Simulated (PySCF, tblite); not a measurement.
# C₂H₉NOSi+ (doublet): geometry, infrared bands and EPR parameters

Aim: predict the infrared bands and EPR parameters of C₂H₉NOSi+ (doublet) (`C[N+](C)[SiH2]O`).

The runs use tblite 0.8.0 and PySCF 2.14.0, with density-fitted response routines of our own; the level of theory stands in each step. All values are computed, except where a source is named. Atoms count from 0, in the outputs and in this text.

### Step 1. The molecule as given

14 atoms, charge 1, multiplicity 2; geometry from: force field or distance geometry start.

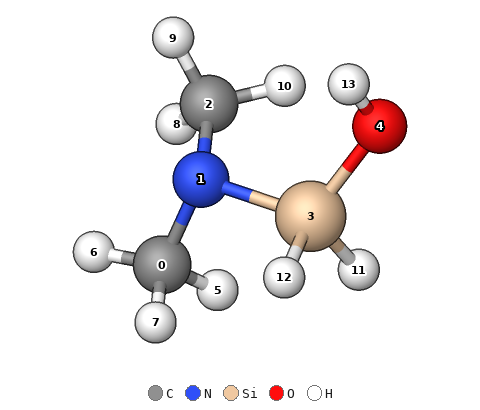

As it starts; carbon grey, nitrogen blue, silicon light orange, oxygen red, hydrogen white, atoms numbered; sticks join atoms by distance.

### Step 2. Geometry optimisation with GFN2-xTB

The job: settings as JSON, then the geometry in Å.

```
{"job": {"kind": "relax", "xc": "GFN2-xTB", "basis": "xTB"}, "charge": 1, "multiplicity": 2}
C     -1.199300    -1.055200     0.107500
N     -0.305500    -0.126400     0.783700
C     -0.749400     1.221800     0.713900
Si     1.282700    -0.407800     0.018000
O      2.463600     0.733600     0.438700
H     -1.107200    -0.807600    -0.981300
H     -2.237500    -0.975200     0.472400
H     -0.839700    -2.104600     0.185300
H     -1.765600     1.279200     0.235400
H     -0.863000     1.734200     1.696200
H     -0.008500     1.819900     0.141000
H      1.041200    -0.376500    -1.432300
H      1.695100    -1.763600     0.483600
H      2.592300     0.827700     1.395800
```

On the command line:

```
> OMP_NUM_THREADS=1 python probes_run.py task.json out
```

One launch serves the whole session: the jobs run in the order shown.

**Question.** This job is followed by: GFN2-xTB harmonic vibrations, gas phase; UKS B3LYP, pcH-1 on C H N O Si, non-relativistic, mean-field spin-orbit, GIAO. Predict these results of the whole session: strongest single infrared mode (GFN2-xTB); zero-point energy (GFN2-xTB); g(iso) (B3LYP); ⟨S²⟩; largest a(iso) (averaged by class).

As calculated:

| quantity | value |
| --- | --- |
| strongest single infrared mode (GFN2-xTB) | 3638 cm⁻¹, 189 km/mol |
| zero-point energy (GFN2-xTB) | 67.8 kcal/mol |
| g(iso) (B3LYP) | 2.00380 |
| ⟨S²⟩ | 0.754 (exact 0.75) |
| largest a(iso) (averaged by class) | 1H on H5, H6, H7, H8, H9, H10, 107.7 MHz |

**Reading.** Relaxing lowered the energy by 1.252 eV in 120 steps; the close pair that moved most is Si3–O4, from 1.695 to 1.599 Å. No mode is imaginary among the 36: a minimum at this level. The strongest single mode, at 3638 cm⁻¹, moves mainly H13. GFN2-xTB is a fitted tight-binding method: band positions and strengths are rough. Its intensities can rank the bands wrongly. Most of the unpaired spin sits on N1 (0.78 e). The isotropic g lies 1.5 ppt above the free-electron value. These values are for one conformer; the search (at its own cheap level) found 1 more, at 0.48 kcal/mol, and measured spectra average over such forms.
